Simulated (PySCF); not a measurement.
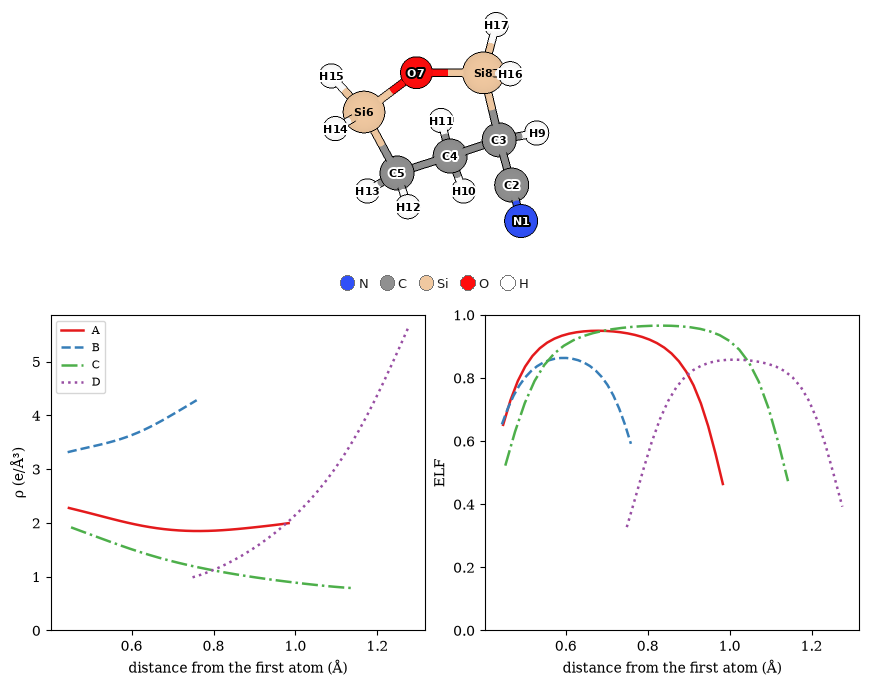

Figure 1: C4H9NOSi2 (SMILES N#C[C@H]1CC[SiH2]O[SiH2]1). Total electron density and electron localisation function along straight lines between neighbouring atoms. The curves leave out the atomic cores. The structure is drawn too.

Geometry: GFN2-xTB.

Method: PySCF, PBE0/pcSseg-1, SCF density, gas phase, non-relativistic.

```yaml
atoms:
  - { symbol: N, position_ang: [2.3948, -0.0362, 1.9556] }
  - { symbol: C, position_ang: [1.8883, 0.2209, 0.9608] }
  - { symbol: C, position_ang: [1.2337, 0.5430, -0.2695] }
  - { symbol: C, position_ang: [0.6386, -0.7299, -0.9029] }
  - { symbol: C, position_ang: [-0.3357, -1.4687, 0.0224] }
  - { symbol: Si, position_ang: [-1.9320, -0.4819, 0.3442] }
  - { symbol: O, position_ang: [-1.4824, 1.0953, 0.3548] }
  - { symbol: Si, position_ang: [-0.1088, 1.8917, 0.0384] }
  - { symbol: H, position_ang: [1.9992, 0.9437, -0.9428] }
  - { symbol: H, position_ang: [1.4609, -1.4048, -1.1658] }
  - { symbol: H, position_ang: [0.1315, -0.4527, -1.8313] }
  - { symbol: H, position_ang: [0.1754, -1.6780, 0.9654] }
  - { symbol: H, position_ang: [-0.5648, -2.4385, -0.4212] }
  - { symbol: H, position_ang: [-2.5128, -0.7217, 1.6582] }
  - { symbol: H, position_ang: [-2.8699, -0.5907, -0.7733] }
  - { symbol: H, position_ang: [0.1903, 2.7011, 1.2094] }
  - { symbol: H, position_ang: [-0.3133, 2.6192, -1.2123] }
```

**Which curve belongs to which contact (C–C, C–N, C–Si and Si–O)? The first atom named is at distance zero.**

Curve A: C–C (1.43 Å): the density is about 1.9 e/Å³ at the midpoint; the ELF peaks at about 0.95 between the atoms, as expected for a covalent bond. Curve B: C–N (1.15 Å): ρ is about 3.6 e/Å³ halfway; the ELF peaks at about 0.85 between the atoms; a short, multiple covalent bond. Curve C: C–Si (1.90 Å): ρ is about 0.94 e/Å³ halfway; the ELF peaks at about 0.95 between the atoms (localised, covalent bonding). Curve D: Si–O (1.62 Å): ρ at the midpoint is about 1.2 e/Å³; the ELF peaks at about 0.85 between the atoms, as expected for a polar covalent bond.
